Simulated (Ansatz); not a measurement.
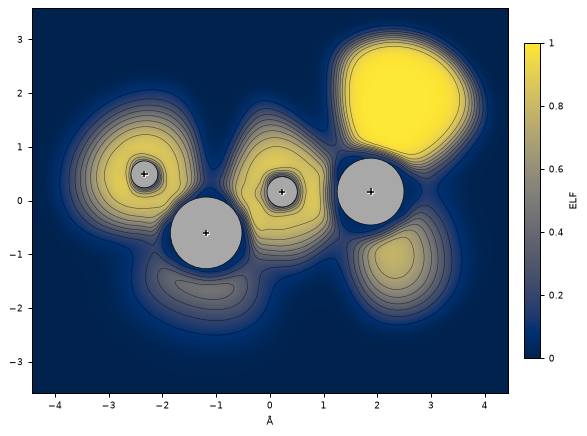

The ELF on a plane through atoms (crosses mark nuclei in the plane; grey discs cover the cores).

Method: Ansatz, UKS PBE0-D4/def2-TZVPP.

Candidates:
A. F2H3OSi2 (SMILES F[Si](F)O[SiH3]) (doublet)
B. CH4FGeO (SMILES C[O][GeH][F]) (doublet)
C. ClH4OSi2 (SMILES [SiH2]O[SiH2]Cl) (doublet)

Q: Which system is this?

A: Candidate A: F2H3OSi2 on the plane of atoms Si2, O4 and Si5, which holds Si, F and O. Si–F (1.59 Å): the ELF peaks at about 0.85 in the valence shell of F, 0.6 Å from its nucleus, and is about 0.50 at the midpoint. Si–O (1.61 Å): the ELF peaks at about 0.85 between the atoms; a short, strongly polar bond.
